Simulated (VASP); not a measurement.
Band structure of Ta (bcc). These are AM05 GGA, VASP's PBE PAW potentials (set 64) (plane waves; VASP) values and carry that method's errors.

Unless said otherwise, spin-orbit coupling is left out, though it shifts the bands of the heavy elements here.

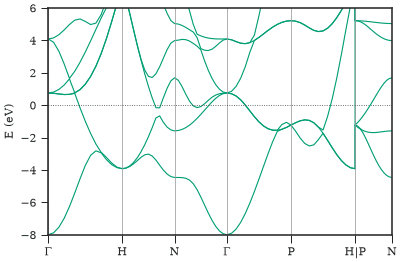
Figure. Bands along high-symmetry lines, zero at the valence-band maximum or, without a gap, the Fermi level

Read the plot: is there a gap, and where are the band edges?

It has no gap at this level: it comes out as a metal or semimetal. (Edges off the drawn lines would not show.)

The compound is Ta in the bcc structure. It was relaxed first.
